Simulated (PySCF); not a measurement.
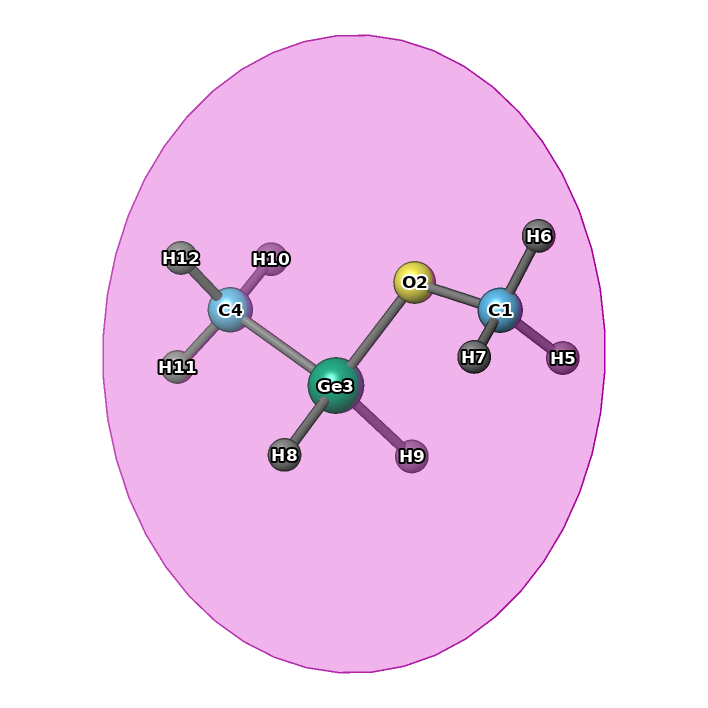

A disc through the centre of mass is drawn in. Atoms fade into the background with distance from the viewer. The computed structure is the end point of a PBE0-D3(BJ)/def2-SVP optimisation. No frequency run is at hand to confirm it as a minimum.

### Is the plane of the disc a mirror plane of the structure?

Yes. The reflection leaves C1, O2, Ge3, C4, H6, H11 in place and moves H5 ↔ H7; H8 ↔ H9; H10 ↔ H12. The point group is Cs.
